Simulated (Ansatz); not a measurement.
One crystal and one scan (generalised stacking-fault energy along a line) at two levels, PBE (plane waves to 420 eV, PAW, scalar-relativistic; Ansatz, a program for electronic structure) and r2SCAN (plane waves to 500 eV, PAW, scalar-relativistic; Ansatz), each from its own relaxed cell and on its own mesh. The cell shown is that of PBE.

Generalised stacking fault of TiC (rock salt) on the {100} plane. The cell below holds the perfect crystal with the plane normal along z; tilting its third vector by the shift puts one fault into each cell, between planes 2.17 Å apart, at fixed cell height.

```
CELL_PARAMETERS angstrom
      3.06366     0.00000     0.00000
      0.00000     3.06366     0.00000
      1.53183     1.53183     6.49899
ATOMIC_POSITIONS crystal
  C  0.00000 0.00000 0.83333
  C  0.33333 0.33333 0.16667
  C  0.66667 0.66667 0.50000
  Ti 0.50000 0.50000 0.83333
  Ti 0.83333 0.83333 0.16667
  Ti 0.16667 0.16667 0.50000
```

In-plane vectors a = (3.064, 0.000) Å, b = (0.000, 3.064) Å, area 9.39 Å². The shift is s times the vector a (length 3.064 Å), so s = 1 restores the start. The shift is rigid: no atom relaxes. γ = [E(shift) − E(0)] / area.

E is the zero-smearing estimate. The PAW data are Ansatz's earlier set. TiC is run without spin polarisation. TiC was relaxed with its symmetry unable to fall. Faults lie only 6.5 Å apart, and holding the cell height and the atoms raises γ above its relaxed value. With partly filled bands, the k mesh leaves noise in γ, roughly 0.02 J/m² as judged from a few cases. Percentages come from the unrounded values. Both scans cover s from 0.000 to 0.917.

```
quantity                                                              PBE  r2SCAN    PBE − r2SCAN
------------------------------------------------------------------  -----  ------  --------------
Lattice constant a (Å)                                              4.333   4.329          +0.004
Highest computed γ on the line (J/m²)                                3.49    3.78  -0.29 (-7.6 %)
Steepest slope dγ/d(shift) before the first maximum (spline) (GPa)     37      40       -3 (-8 %)
```

PBE gives the lower value for: highest computed γ on the line; steepest slope dγ/d(shift) before the first maximum. They agree on: lattice constant a (within 0.2 %). Both give the same position of the highest point: s = 0.500. Neither level is exact: the differences show how much the result hangs on the functional.

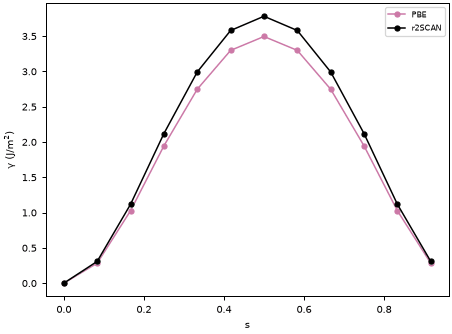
γ, each from zero shift of its own level.

(The slope of γ gives the shear force per area between the displaced halves; near zero shift its curvature is an elastic stiffness.)
